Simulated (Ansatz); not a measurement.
Input

```
crystal:
  periodic: [false, false, false]
  atoms:
    - {symbol: Al, position_ang: [0.355208, 0.624085, 0.006114]}
    - {symbol: Cl, position_ang: [2.424977, 0.646089, 0.306128]}
    - {symbol: Cl, position_ang: [-0.670625, 2.424989, -0.274211]}
    - {symbol: N, position_ang: [-0.513734, -0.897740, -0.008918]}
    - {symbol: H, position_ang: [-1.513248, -0.991386, -0.148392]}
    - {symbol: H, position_ang: [-0.082579, -1.806048, 0.119279]}
basis:
  gaussian: {orbitals: def2-TZVP, initial_orbitals: start.molden}
hamiltonian: {xc: pbe0, dispersion: d4}
scf: {omitted_lower_state_checks: [starts]}
output: {orbitals: {seedname: orbitals}}
```

Run with:

```sh
ansatz run in.yaml --threads 4 --pin off --events-out ev --progress --plain --max-ram 3916MiB
```

Geometry: PBE0-D4/def2-SVP.

Method: RKS PBE0-D4/def2-TZVP (Ansatz).

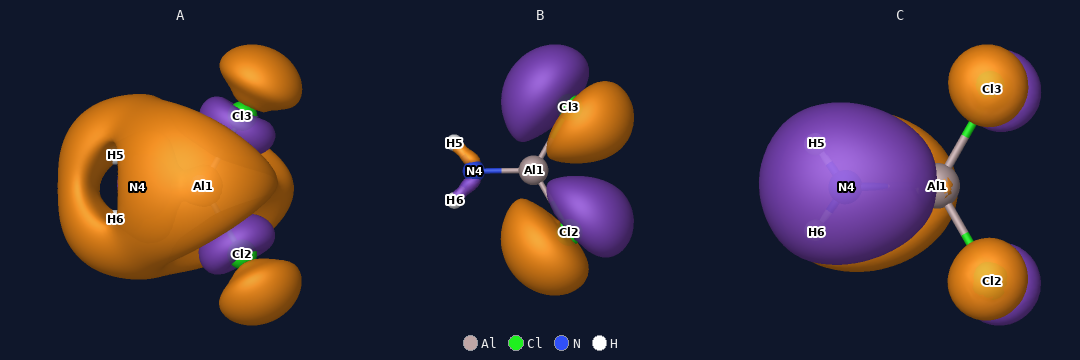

AlCl$_{2}$H$_{2}$N. Three frontier orbitals at ±0.05 Å⁻³ᐟ² (orange and purple are the two phases), in no order.

Q: Which picture is the HOMO−1, the HOMO and the LUMO?

A: B is the HOMO−1 (−9.18 eV). Its weight (Hirshfeld) is mainly on Cl2 (about 45 %) and Cl3 (about 45 %); it is symmetric in the molecular plane (an in-plane orbital: σ, lone-pair or in-plane π type); largely a combination of lone pairs on Cl2 and Cl3. C is the HOMO (−8.01 eV). It lies mainly on N4 (about 70 %); it changes sign across the molecular plane (π type). A is the LUMO (−0.65 eV). It lies mainly on Al1 (about 55 %), Cl2 (about 15 %), Cl3 (about 15 %) and N4 (about 10 %); it is symmetric in the molecular plane (an in-plane orbital: σ, lone-pair or in-plane π type).

Q: What is the HOMO–LUMO gap?

A: 7.36 eV between the orbital energies.
